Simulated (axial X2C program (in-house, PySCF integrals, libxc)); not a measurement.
# CTiO: bond lengths and stretches, held linear

How do method and spin–orbit coupling move the bonds and stretches of CTiO, held linear?

Method: all-electron X2C, two-component (2c) or spin-free, C dyall-v3z, Ti dyall-v3z, O dyall-av3z; program: an in-house X2C program for linear molecules on PySCF integrals.

All values are calculated.

2 further runs of the same task are left out: 2 set aside as unsound or not needed.

## 1. Input

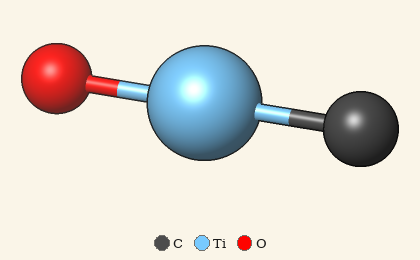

The atoms on one line, bonds 1.840 and 1.740 Å (carbon dark grey, titanium blue, oxygen red).

Input file task.json:

```json
{
 "zs": [
  6,
  22,
  8
 ],
 "q": 0,
 "bas": [
  "dyall-v3z",
  "dyall-v3z",
  "dyall-av3z"
 ],
 "r0": [
  1.84,
  1.74
 ],
 "symm": 0,
 "scan": [
  "PBE0",
  "HF",
  "B3LYP"
 ],
 "levels": [
  "PBE0",
  "HF",
  "TPSSh"
 ],
 "nst": 2
}
```

Keys: zs atomic numbers; q charge; bas basis sets; r0 starting distance in Å; symm equal bonds; scan levels of the two-bond scan (MP2 follows by itself at each HF point); levels methods; nst determinants followed.

Command:

```bash
> python solin.py task.json out
```

Masses C 12.000, Ti 47.948, O 15.995 u.

## 2. Scan at PBE0, 2c

State: Ω = 4 (beyond evenly filled blocks: ω = 3/2, ω = 5/2). Energies above the lowest point, from the job's result record:

| r(C–Ti) (Å) | r(Ti–O) (Å) | E (meV) |
| --- | --- | --- |
| 2.1157 | 1.5844 | 57.51 |
| 2.1157 | 1.6250 | 14.04 |
| 2.1157 | 1.6656 | 47.00 |
| 2.1700 | 1.5844 | 37.03 |
| 2.1700 | 1.6250 | 0.00 |
| 2.1700 | 1.6656 | 39.19 |
| 2.1700 | 1.7063 | 141.32 |
| 2.2242 | 1.5844 | 45.63 |
| 2.2242 | 1.6250 | 14.54 |
| 2.2242 | 1.6656 | 59.45 |
| 2.2785 | 1.6250 | 52.25 |
| 2.2785 | 1.7063 | 215.05 |

A quadratic surface with cubic terms in each bond gives the minimum at 2.168 and 1.623 Å, force constants 1.55, 7.43 and coupling 0.41 mdyn/Å.

## 3. Scan at HF, 2c

State: Ω = 4 (beyond evenly filled blocks: ω = 3/2, ω = 5/2). Energies above the lowest point, from the job's result record:

| r(C–Ti) (Å) | r(Ti–O) (Å) | E (meV) |
| --- | --- | --- |
| 2.1157 | 1.5844 | 106.72 |
| 2.1157 | 1.6250 | 48.64 |
| 2.1157 | 1.6656 | 74.18 |
| 2.1700 | 1.5844 | 56.57 |
| 2.1700 | 1.6250 | 6.04 |
| 2.1700 | 1.6656 | 38.74 |
| 2.1700 | 1.7063 | 140.63 |
| 2.2242 | 1.5844 | 43.39 |
| 2.2242 | 1.6250 | 0.00 |
| 2.2242 | 1.6656 | 39.45 |
| 2.2785 | 1.6250 | 23.72 |
| 2.2785 | 1.7063 | 183.36 |

A quadratic surface with cubic terms in each bond gives the minimum at 2.207 and 1.626 Å, force constants 1.72, 8.02 and coupling 0.49 mdyn/Å.

## 4. Scan at B3LYP, 2c

State: Ω = 4 (beyond evenly filled blocks: ω = 3/2, ω = 5/2). Energies above the lowest point, from the job's result record:

| r(C–Ti) (Å) | r(Ti–O) (Å) | E (meV) |
| --- | --- | --- |
| 2.1157 | 1.5844 | 86.53 |
| 2.1157 | 1.6250 | 18.16 |
| 2.1157 | 1.6656 | 27.13 |
| 2.1700 | 1.5844 | 61.83 |
| 2.1700 | 1.6250 | 0.00 |
| 2.1700 | 1.6656 | 15.34 |
| 2.1700 | 1.7063 | 94.43 |
| 2.2242 | 1.5844 | 65.76 |
| 2.2242 | 1.6250 | 9.92 |
| 2.2242 | 1.6656 | 31.05 |
| 2.2785 | 1.6250 | 42.57 |
| 2.2785 | 1.7063 | 158.75 |

A quadratic surface with cubic terms in each bond gives the minimum at 2.173 and 1.636 Å, force constants 1.5, 7.11 and coupling 0.42 mdyn/Å.

## 5. Comparison

| level | r(C–Ti) (Å) | r(Ti–O) (Å) | lower stretch (cm⁻¹) | upper stretch (cm⁻¹) |
| --- | --- | --- | --- | --- |
| PBE0, 2c | 2.168 | 1.623 | 510.4 | 1018.0 |
| HF, 2c | 2.207 | 1.626 | 538.2 | 1056.6 |
| B3LYP, 2c | 2.173 | 1.636 | 501.1 | 995.0 |
| MP2, 2c | 2.182 | 1.625 | 515.8 | 1052.0 |
| PBE0, spin-free | 2.168 | 1.624 | 510.6 | 1018.0 |
| HF, spin-free | 2.207 | 1.626 | 538.5 | 1056.6 |
| B3LYP, spin-free | 2.173 | 1.636 | 501.4 | 995.1 |
| MP2, spin-free | 2.182 | 1.625 | 515.9 | 1051.3 |

Scans not shown above were run alike.

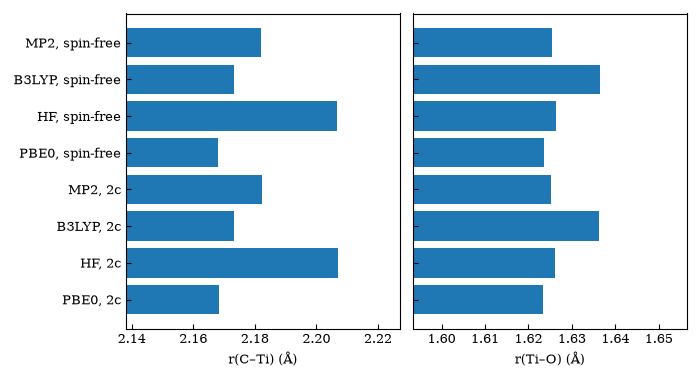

The two bond lengths by level.

In words: Over the levels the C–Ti bond spans 2.168 to 2.207 Å and the Ti–O bond 1.623 to 1.636 Å. At PBE0 spin–orbit coupling leaves both bonds unchanged to 0.001 Å. Each state is one determinant, the lowest of a limited PBE0 search; the stretches come from a fit to few points and are good to some per cent at best. MP2 freezes inner shells (threshold -2 hartree). The molecule was held linear; bending was not examined, so a bent shape may lie lower. Open-shell Ω = 0 determinants with evenly filled partner blocks cannot be reached by this program, so the Ω shown need not be the lowest component. Note: functional without a current term on a determinant with orbital currents, of the molecule or an atom. Note: several unpaired electrons, one determinant need not be a pure state.
